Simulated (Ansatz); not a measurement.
GaSb (zinc blende)

```
CELL_PARAMETERS angstrom
      0.00000     6.13244     6.13244
      3.06622     0.00000     3.06622
      3.06622     3.06622     0.00000
ATOMIC_POSITIONS crystal
  Sb 0.37500 0.75000 0.75000
  Sb 0.87500 0.75000 0.75000
  Ga 0.00000 0.00000 0.00000
  Ga 0.50000 0.00000 0.00000
```

In this cell atom 2 (Sb, nearest neighbour Ga at 2.655 Å; its periodic images, 4.3 Å or more away, move with it) is moved by s towards the nearest neighbour, unit vector (-0.577, -0.577, 0.577); all other atoms and the cell stay fixed.

These are r2SCAN (plane waves to 500 eV, PAW, scalar-relativistic; Ansatz, a first-principles code) values and carry that method's errors. k mesh 11×11×11 (Γ-centred), Fermi-Dirac smearing 0.05 eV. E stands for the smeared free energy. GaSb was relaxed with its symmetry unable to fall. Spin-orbit coupling is left out, though Sb is heavy. The zero of ΔE is the undisplaced structure.

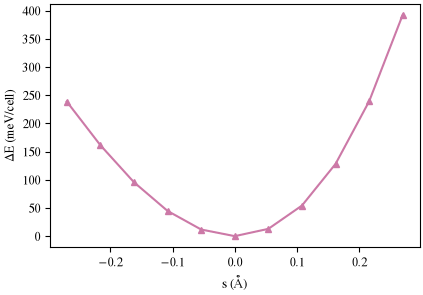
Figure: ΔE (meV/cell) against s (Å); markers are the computed points, lines only join them.

Is the energy the same for displacements of ±0.270 Å, and if not, which side lies higher?

Not even: the positive side lies higher at ±0.270 Å.

What is the energy change at s = 0.270 Å?

About 390 meV/cell.

(A displaced cell: forces are minus the slopes of the energy, force constants its curvatures, and phonons follow from these.)
